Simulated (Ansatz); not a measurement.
## Electronic structure of Hf₃O₆ (quintet) in real space

The calculation's input:

```
crystal:
  periodic: [false, false, false]
  atoms:
    - {symbol: Hf, position_ang: [0.436569, -1.935264, 0.277466]}
    - {symbol: Hf, position_ang: [-1.945190, 0.669970, -0.161703]}
    - {symbol: Hf, position_ang: [1.485484, 1.190938, 0.626614]}
    - {symbol: O, position_ang: [-3.849530, 1.304640, -0.126887]}
    - {symbol: O, position_ang: [-0.375865, 1.791355, 0.226343]}
    - {symbol: O, position_ang: [1.691205, -0.702511, 1.217348]}
    - {symbol: O, position_ang: [-1.384613, -1.214871, -0.106970]}
    - {symbol: O, position_ang: [1.254958, -2.687100, -1.213193]}
    - {symbol: O, position_ang: [2.686983, 1.582853, -0.739027]}
basis:
  gaussian: {orbitals: def2-TZVP, initial_orbitals: start.molden}
magnetization: {spin_polarized: true, initial_magnetization: 4}
hamiltonian: {xc: pbe0, dispersion: d4}
scf: {omitted_lower_state_checks: [starts]}
output: {orbitals: {seedname: orbitals}}
```

Run with:

```sh
ansatz run in.yaml --threads 4 --pin off --events-out ev --progress --plain --max-ram 6963MiB
```

Geometry: PBE-D4/def2-SVP; core potentials replace the inner electrons of Hf.

Method: Ansatz, UKS PBE0-D4/def2-TZVP.

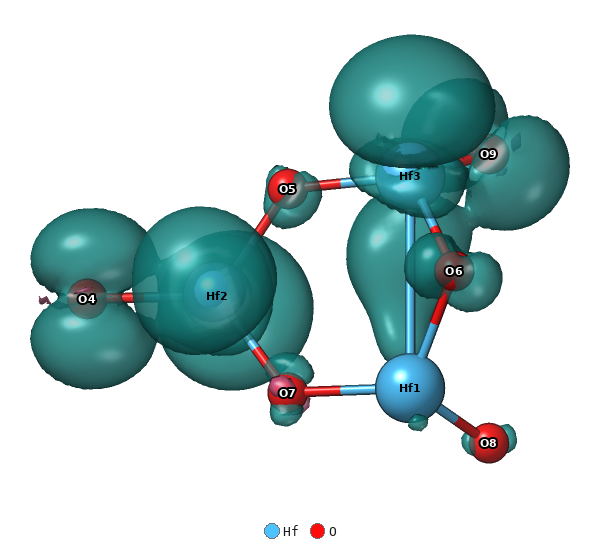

Figure 1. Isosurfaces of the spin density (α minus β) at +0.02 (teal) and −0.02 e/Å³ (pink), seen at a tilt.

Where is the unpaired spin?

Answer. The unpaired spin (4 electrons) lies mostly on Hf2 (about 1.0), O4 (about 0.9), O9 (about 0.9), Hf3 (about 0.9), Hf1 (about 0.1) and O6 (about 0.1), in electrons by Hirshfeld's partition.

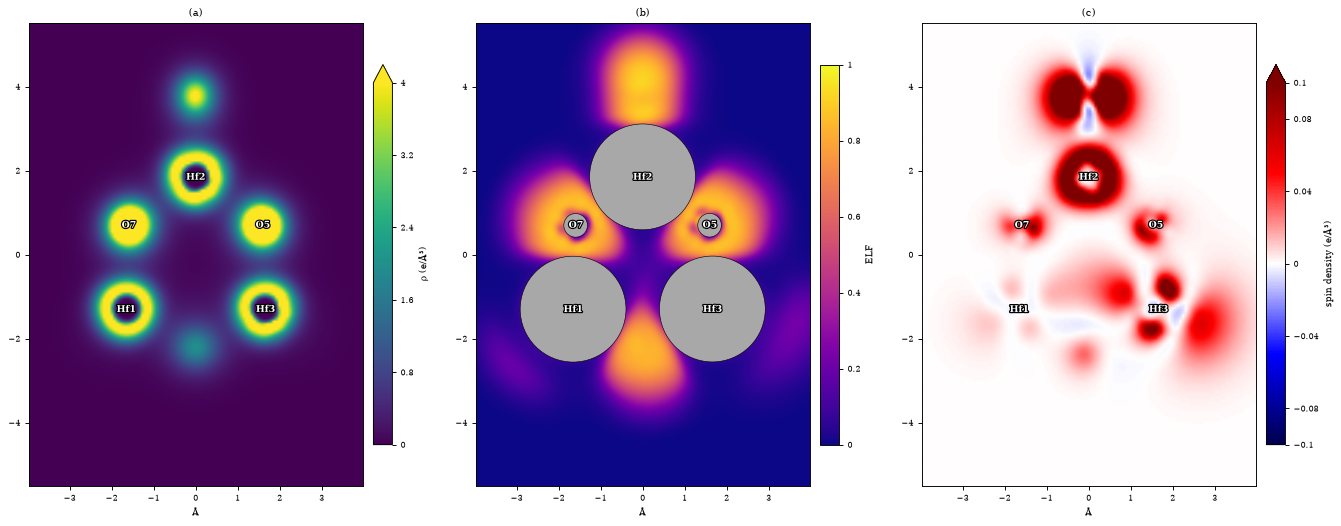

Figure 2. (a) electron density; (b) ELF; (c) spin density on the plane of atoms Hf2, O5 and Hf3. Grey discs cover the atomic cores in the ELF map.

Interpret the plot.

Answer.
- The section cuts through Hf and O sites.
- Hf–Hf (3.32 Å): ρ is about 0.31 e/Å³ halfway; the ELF is about 0.50 at the midpoint.
- Hf–O (1.97 Å): the density is about 0.86 e/Å³ at the midpoint; the ELF peaks at about 0.85 in the valence shell of O, 0.6 Å from its nucleus, and drops to about 0.20 between the two atoms.
- Hf–O (2.00 Å): ρ is about 0.79 e/Å³ halfway; the ELF peaks at about 0.85 in the valence shell of O, 0.5 Å from its nucleus, and drops to about 0.20 between the two atoms.

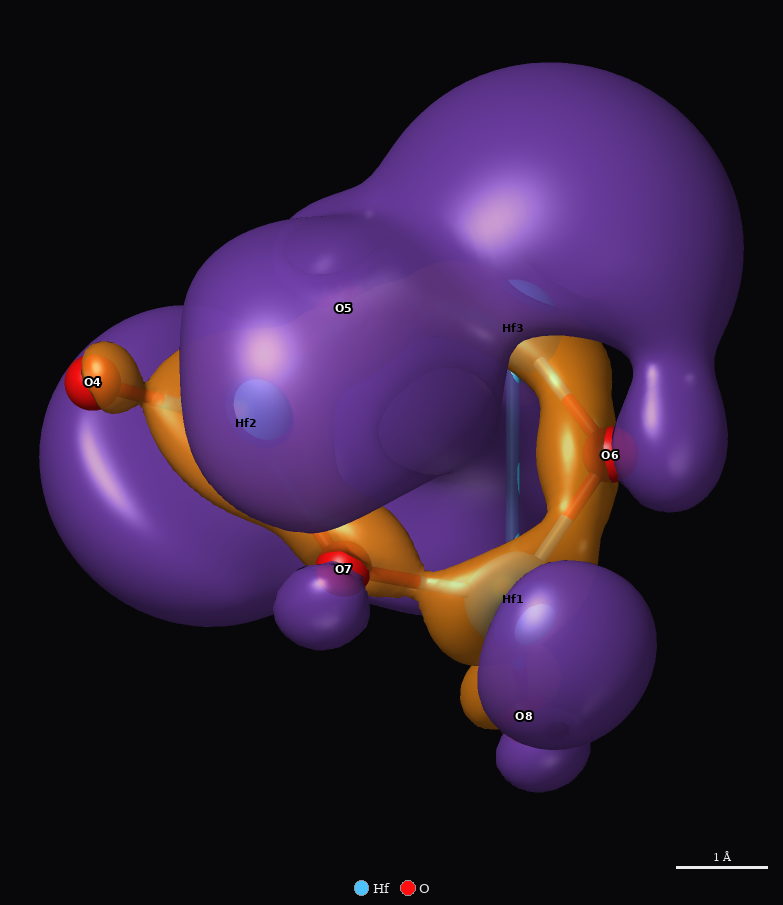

Figure 3. The HOMO−1 (α) at ±0.04 Å⁻³ᐟ² (orange and purple are the two phases), seen at a tilt.

Where does this orbital lie, and at what energy?

Answer. By Hirshfeld shares it lies mainly on Hf2 (about 35 %), Hf1 (about 25 %) and Hf3 (about 25 %). Its energy is −5.77 eV.
